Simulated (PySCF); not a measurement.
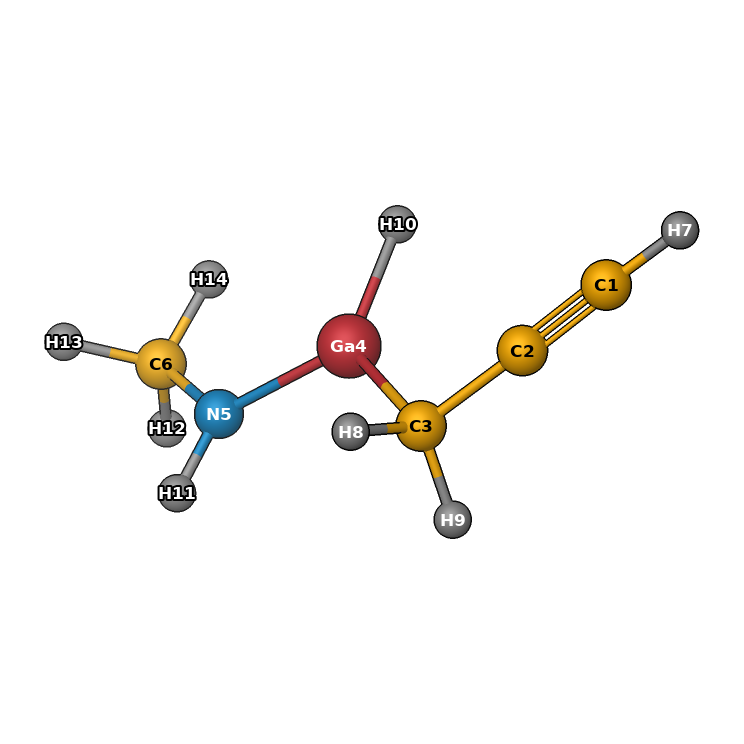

The computed structure is the end point of a GFN2-xTB optimisation. No frequency run is at hand to confirm it as a minimum. Electric field gradients from the ground-state density, B3LYP/pcJ-1 (pcSseg-1 on Ga) (PySCF 2.14.0), non-relativistic apart from any core potentials.

Give the largest field-gradient component, the quadrupole coupling constant and the asymmetry for 69Ga at Ga4 (Q = 171 mb), 14N at N5 (Q = 20.44 mb).

| atom | V_zz (a.u.) | e²qQ/h (MHz) | η |
| --- | --- | --- | --- |
| Ga4 | 2.868 | 115.2 | 0.13 |
| N5 | −0.871 | −4.19 | 0.49 |

The geometry is semi-empirical. Around Ga such bond lengths and angles can be off by a tenth of an ångström or more and by several degrees, and values that hang on the shape move with them.
